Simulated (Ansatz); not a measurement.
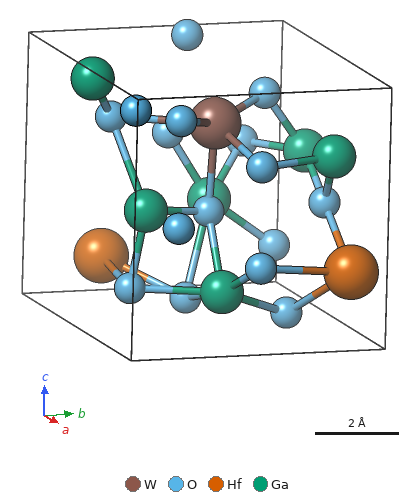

Starting frame of a dynamics run of an amorphous cell of composition Hf$_{2}$Ga$_{6}$WO$_{16}$ (25 atoms in the cell). The picture is a ball-and-stick view of the simulation cell, seen slightly off an axis. Bonds to atoms that aren't drawn are left out.

Computed with DFT PBE, scalar-relativistic, plane waves, PAW in Ansatz 0.2.0.

The input:
```yaml
crystal:
  lattice:
    - [6.754696, 0.07035, 0.21337]
    - [0.07035, 6.652536, -0.190671]
    - [0.21337, -0.190671, 6.689251]
  atoms:
    - { symbol: W, position: [0.4456731387, 0.5488204478, 0.7420407154] }
    - { symbol: O, position: [0.019846944, 0.6161855525, 0.9669358557] }
    - { symbol: O, position: [0.5195581847, 0.9558274465, 0.4402050472] }
    - { symbol: O, position: [0.5337683657, 0.8106637838, 0.0286329008] }
    - { symbol: O, position: [0.8961636849, 0.2191965111, 0.4691087237] }
    - { symbol: O, position: [0.4266050077, 0.5396431553, 0.4011582543] }
    - { symbol: O, position: [0.1185819771, 0.5069731719, 0.624783768] }
    - { symbol: O, position: [0.2780792651, 0.2107826645, 0.7394693817] }
    - { symbol: O, position: [0.201634663, 0.9000386541, 0.1974127596] }
    - { symbol: O, position: [0.3398855798, 0.4958688507, 0.0505346072] }
    - { symbol: O, position: [0.8750399454, 0.5565916716, 0.2960024404] }
    - { symbol: O, position: [0.9361484554, 0.0207980472, 0.9401806065] }
    - { symbol: O, position: [0.5153504638, 0.1992183489, 0.1447332442] }
    - { symbol: O, position: [0.011003508, 0.8472327498, 0.5509557897] }
    - { symbol: O, position: [0.7282100175, 0.2916143714, 0.8344653917] }
    - { symbol: O, position: [0.2625716309, 0.8218745325, 0.799042781] }
    - { symbol: O, position: [0.7580947379, 0.6023608839, 0.6515668577] }
    - { symbol: Hf, position: [0.8331107256, 0.9311946429, 0.2549573183] }
    - { symbol: Hf, position: [0.0703712955, 0.2775544915, 0.1504201964] }
    - { symbol: Ga, position: [0.6559196866, 0.5011027762, 0.1521137065] }
    - { symbol: Ga, position: [0.1747778462, 0.6514708667, 0.3772126144] }
    - { symbol: Ga, position: [0.6876528477, 0.9160398816, 0.6608889993] }
    - { symbol: Ga, position: [0.4983112613, 0.2618514168, 0.4337223489] }
    - { symbol: Ga, position: [0.2820385909, 0.9775175679, 0.5762646801] }
    - { symbol: Ga, position: [0.424399836, 0.0707159799, 0.9289362046] }
  symmetry: { detect: false }
basis:
  ecutwfc: 320
  xc_grid: 1
kpoints:
  mp_grid: { grid: [1, 1, 1], shift: [0.0, 0.0, 0.0] }
hamiltonian:
  xc: pbe
scf:
  occupations: { method: fermi_dirac, width: 0.2585 }
  lower_state_search: "off"
  convergence: { dr2_threshold: 1.0e-05 }
output:
  forces: true
  stress: true
md:
  timestep: 2.0
  n_steps: 24
  ensemble: nvt_langevin
  friction: 0.03
  temperature: 3000.0
  initial_velocities: maxwell_boltzmann
  seed: 32713
```

Run as
```bash
ansatz run input.yaml --threads 2 --pin off --max-ram 5120MiB --backend cpu --events-out ev --progress --plain --runs-dir out
```

Question: What does the trajectory do?

Answer: Over the second half the temperature averages 3977 K (spread ±414 K). That is above the set 3000 K, because the structure releases potential energy faster than the thermostat removes it. The potential energy in the second half lies on average 444 meV per atom below the first frame. The mean pressure there is 23.9 GPa. Root-mean-square distances from the starting positions over the second half, with the common drift of all atoms taken out: O 0.64 Å, Ga 0.33 Å, W 0.33 Å, Hf 0.19 Å. The run lasts only 48 fs, too short to tell vibration from diffusion. Bond changes: one O–O bond forms at about 32 fs.

Along the run:

```json
{"time (fs)": "0.0", "potential energy (meV/atom)": "0.0", "T (K)": "2880", "p (GPa)": "-6.3"}
{"time (fs)": "4.0", "potential energy (meV/atom)": "-41.8", "T (K)": "2473", "p (GPa)": "-6.6"}
{"time (fs)": "8.0", "potential energy (meV/atom)": "-133.0", "T (K)": "3110", "p (GPa)": "-5.1"}
{"time (fs)": "12.0", "potential energy (meV/atom)": "-268.5", "T (K)": "4053", "p (GPa)": "-1.6"}
{"time (fs)": "16.0", "potential energy (meV/atom)": "-394.6", "T (K)": "5314", "p (GPa)": "5.4"}
{"time (fs)": "20.0", "potential energy (meV/atom)": "-415.0", "T (K)": "4832", "p (GPa)": "14.8"}
{"time (fs)": "24.0", "potential energy (meV/atom)": "-353.2", "T (K)": "3930", "p (GPa)": "24.4"}
{"time (fs)": "28.0", "potential energy (meV/atom)": "-367.2", "T (K)": "4152", "p (GPa)": "28.6"}
{"time (fs)": "32.0", "potential energy (meV/atom)": "-478.1", "T (K)": "4887", "p (GPa)": "27.6"}
{"time (fs)": "36.0", "potential energy (meV/atom)": "-504.7", "T (K)": "3963", "p (GPa)": "24.9"}
{"time (fs)": "40.0", "potential energy (meV/atom)": "-446.2", "T (K)": "3616", "p (GPa)": "23.7"}
{"time (fs)": "44.0", "potential energy (meV/atom)": "-475.8", "T (K)": "3899", "p (GPa)": "19.8"}
{"time (fs)": "48.0", "potential energy (meV/atom)": "-468.4", "T (K)": "3462", "p (GPa)": "16.3"}
```

The paths of the atoms:

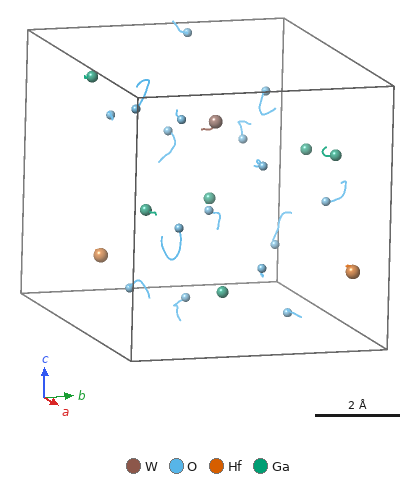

Limits of the set-up: the cutoff lies below the recommended one; the periodic images lie only 6.7 Å apart, so the values are limited by the cell's size.
